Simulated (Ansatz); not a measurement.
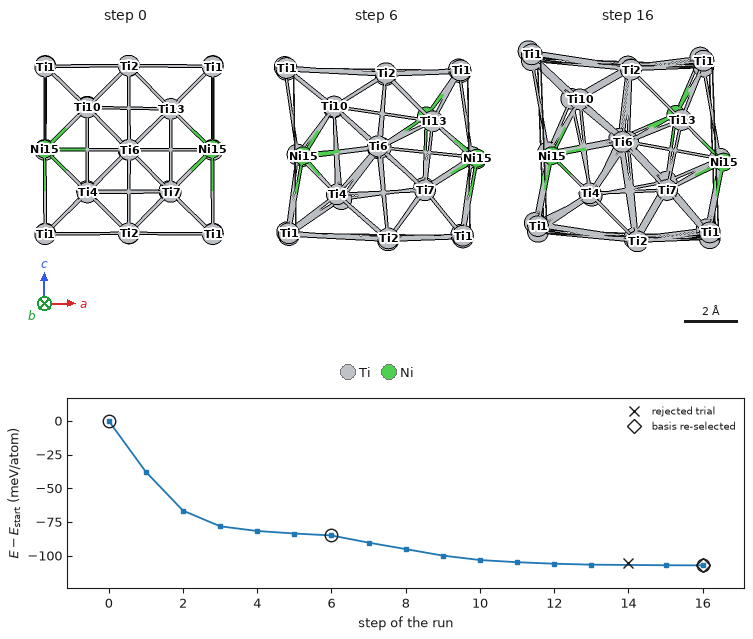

Frames of a relaxation of a crystal of Ti₇Ni (a generated structure, set up in P1) (coarse preliminary run), marked on the history of the run. The picture is a ball-and-stick view of the cell of the calculation, seen along the b axis.

Case: elements placed on the bcc lattice at random.

These are results of DFT PBEsol, scalar-relativistic, plane waves, PAW (Ansatz 0.2.0), not measurements.

The input:
```yaml
crystal:
  lattice:
    - [6.42638844, 0.0, 0.0]
    - [0.0, 6.42638844, 0.0]
    - [0.0, 0.0, 6.42638844]
  atoms:
    - { symbol: Ti, position: [0.0006539748, 0.0022064175, 0.9961787726] }
    - { symbol: Ti, position: [0.4989493547, 0.0008761788, 0.0017339376] }
    - { symbol: Ti, position: [0.0017515122, 0.5015202434, 0.9996121214] }
    - { symbol: Ti, position: [0.2529453405, 0.2507888679, 0.2448149744] }
    - { symbol: Ti, position: [0.5016293742, 0.4998580823, 0.0001989181] }
    - { symbol: Ti, position: [0.5025161381, 0.0016447842, 0.4993033534] }
    - { symbol: Ti, position: [0.7498296472, 0.2471673765, 0.248676322] }
    - { symbol: Ti, position: [0.999699482, 0.5023596157, 0.4989500747] }
    - { symbol: Ti, position: [0.250613274, 0.7497608093, 0.2526294625] }
    - { symbol: Ti, position: [0.2515950126, 0.2472732788, 0.7518481551] }
    - { symbol: Ti, position: [0.4980693139, 0.5031360981, 0.4990641177] }
    - { symbol: Ti, position: [0.7419835326, 0.7505767666, 0.2530242339] }
    - { symbol: Ti, position: [0.7503790362, 0.2488628264, 0.7434629566] }
    - { symbol: Ti, position: [0.251505693, 0.7492437644, 0.7562023493] }
    - { symbol: Ni, position: [0.9966707233, 0.9966511251, 0.5038538202], spin: 2.0 }
    - { symbol: Ni, position: [0.7472699002, 0.7504205447, 0.7478304925], spin: 2.0 }
  symmetry: { detect: false }
basis:
  ecutwfc: 420
kpoints:
  mp_grid: { grid: [2, 2, 2], shift: [0.5, 0.5, 0.5] }
hamiltonian:
  xc: pbesol
scf:
  occupations: { method: gaussian, width: 0.1 }
  lower_state_search: "off"
output:
  forces: true
  stress: true
  eigenvalues: true
  populations: true
magnetization:
  spin_polarized: true
relax:
  adjacent_minimum: "off"
  f_tol: 0.04
  max_steps: 50
  cell: { stress_tol: 0.3 }
```

Command:
```bash
ansatz run input.yaml --threads 4 --pin off --max-ram 9216MiB --backend cpu --events-out ev --progress --plain --runs-dir out
```

**Describe the path.**

The atom that moves furthest relative to the cell is Ti13 (0.66 Å along [1 −1 −1]). By element the largest moves are Ti 0.66 Å, Ni 0.47 Å. Cell: a 6.426 → 6.590 Å (+2.5 %), b 6.426 → 5.817 Å (−9.5 %), c 6.426 → 6.588 Å (+2.5 %), α 90.0° → 87.7°, β 90.0° → 94.2°, γ 90.0° → 92.3°. Volume −5.2 %. Near-neighbour distances that change, for instance: Ti12–Ti13 4.493 → 3.519 Å, Ti10–Ti13 3.206 → 4.006 Å, Ti7–Ti13 3.247 → 4.002 Å, Ti5–Ti13 2.807 → 3.492 Å. New bonds form, among them: Ti12–Ni16 (3.18 → 2.61 Å), Ti13–Ni16 (3.20 → 2.58 Å). The space group stays P1 (No. 1). The energy falls by 107 meV per atom in 14 accepted moves (16 points after the start). Largest force component: 0.47 eV/Å at the start, 0.036 eV/Å at the end. The pressure goes from −7.09 to 0.02 GPa. The line search rejected the trial step at point 14 of the run. At 1 point the geometry stayed and the basis and grid were re-selected for the new cell (energy shift of 0.1 meV per atom at most each time). The program noted that the starting moments weren't kept. The run may lie on a higher electronic state than the lowest, so the end point isn't shown to be the ground-state structure. Cost: 7.1 min on 4 threads of Intel(R) Xeon(R) Platinum 8375C CPU @ 2.90GHz (Ice Lake), with other jobs on the host, peak memory 1.1 GiB. From step 0 to 6: Ti13 moves most (0.47 Å), volume −5.5 %, energy −85.0 meV per atom. From step 6 to 16: Ti14 moves most (0.33 Å), volume +0.2 %, energy −22.2 meV per atom.

```json
{"step": "0", "E − E(0), meV/atom": "0.00", "largest force component, eV/Å": "0.4723", "pressure, GPa": "-7.09", "volume, Å³/atom": "16.587", "note": ""}
{"step": "1", "E − E(0), meV/atom": "-37.84", "largest force component, eV/Å": "0.2127", "pressure, GPa": "9.19", "volume, Å³/atom": "14.574", "note": ""}
{"step": "2", "E − E(0), meV/atom": "-66.56", "largest force component, eV/Å": "0.2567", "pressure, GPa": "-0.10", "volume, Å³/atom": "15.581", "note": ""}
{"step": "3", "E − E(0), meV/atom": "-78.20", "largest force component, eV/Å": "0.2455", "pressure, GPa": "-0.27", "volume, Å³/atom": "15.725", "note": ""}
{"step": "4", "E − E(0), meV/atom": "-81.67", "largest force component, eV/Å": "0.2229", "pressure, GPa": "-0.04", "volume, Å³/atom": "15.719", "note": ""}
{"step": "5", "E − E(0), meV/atom": "-83.53", "largest force component, eV/Å": "0.1998", "pressure, GPa": "0.22", "volume, Å³/atom": "15.655", "note": ""}
{"step": "6", "E − E(0), meV/atom": "-84.99", "largest force component, eV/Å": "0.4769", "pressure, GPa": "0.41", "volume, Å³/atom": "15.679", "note": ""}
{"step": "7", "E − E(0), meV/atom": "-90.30", "largest force component, eV/Å": "0.1939", "pressure, GPa": "-0.14", "volume, Å³/atom": "15.707", "note": ""}
{"step": "8", "E − E(0), meV/atom": "-95.09", "largest force component, eV/Å": "0.3187", "pressure, GPa": "-0.04", "volume, Å³/atom": "15.727", "note": ""}
{"step": "9", "E − E(0), meV/atom": "-99.93", "largest force component, eV/Å": "0.1710", "pressure, GPa": "0.07", "volume, Å³/atom": "15.692", "note": ""}
{"step": "10", "E − E(0), meV/atom": "-103.21", "largest force component, eV/Å": "0.2826", "pressure, GPa": "0.05", "volume, Å³/atom": "15.719", "note": ""}
{"step": "11", "E − E(0), meV/atom": "-104.82", "largest force component, eV/Å": "0.2035", "pressure, GPa": "-0.06", "volume, Å³/atom": "15.706", "note": ""}
{"step": "12", "E − E(0), meV/atom": "-105.94", "largest force component, eV/Å": "0.1700", "pressure, GPa": "0.48", "volume, Å³/atom": "15.648", "note": ""}
{"step": "13", "E − E(0), meV/atom": "-106.64", "largest force component, eV/Å": "0.1033", "pressure, GPa": "-0.09", "volume, Å³/atom": "15.727", "note": ""}
{"step": "14", "E − E(0), meV/atom": "-105.43", "largest force component, eV/Å": "0.1964", "pressure, GPa": "-0.03", "volume, Å³/atom": "15.722", "note": "rejected"}
{"step": "15", "E − E(0), meV/atom": "-107.08", "largest force component, eV/Å": "0.0362", "pressure, GPa": "-0.04", "volume, Å³/atom": "15.718", "note": ""}
{"step": "16", "E − E(0), meV/atom": "-107.16", "largest force component, eV/Å": "0.0363", "pressure, GPa": "0.02", "volume, Å³/atom": "15.718", "note": "same geometry, new basis"}
```

Limits of the set-up: the k-point mesh is coarse for a cell with partly filled bands.
